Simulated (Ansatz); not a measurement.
## Abstraction of F: C3H8BF + Ge(CH3)F2 → C3H8B + Ge(CH3)F3

Species: C3H8BF `CCB(C)F`, singlet; Ge(CH3)F2, doublet; C3H8B `C[B]CC`, doublet; Ge(CH3)F3, singlet. A radical takes F: the energy is the difference in strength between the B–F bond broken and the Ge–F bond made.

Shapes, held fixed at every level: PBE0-D4/def2-TZVP. Flexible molecules stand in one conformer, not always the lowest. Programs: Ansatz 0.2.0. The zero-point and thermal change to 298 K, harmonic and unscaled (PBE0-D4/def2-TZVP), is -4.6 kJ/mol.

| level | kind | ΔH(298 K) (kJ/mol) | less CCSD(T)/def2-TZVPP |
| --- | --- | --- | --- |
| HF/def2-TZVPP | Hartree–Fock | +136.7 | -11.4 |
| PBE-D4/def2-TZVPP | GGA | +166.9 | +18.8 |
| r2SCAN-D4/def2-TZVPP | meta-GGA | +153.2 | +5.1 |
| wB97M-V/def2-TZVPP | range-separated hybrid | +170.8 | +22.7 |
| B2PLYP/def2-TZVPP | double hybrid | +160.4 | +12.3 |
| MP2/def2-SVP | perturbation theory | +155.5 | +7.4 |
| CCSD(T)/def2-TZVPP | coupled cluster or CI | +148.1 | 0.0 |

The highest level, CCSD(T)/def2-TZVPP, gives ΔH(298 K) = +148.1 kJ/mol; the levels span +136.7 to +170.8. The column of differences is taken from that level and isn't an error. No measured value is set beside it here. Open shells run unrestricted unless RO is named. Relativity is left out for Ge unless named. Correlated rows may include outer-core shells of Ge, which these sets cover unevenly.

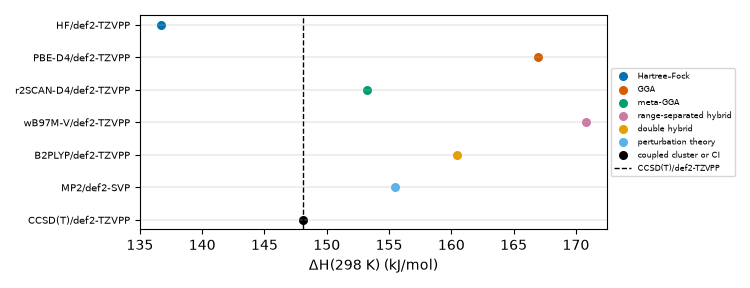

The values of the table, level by level.
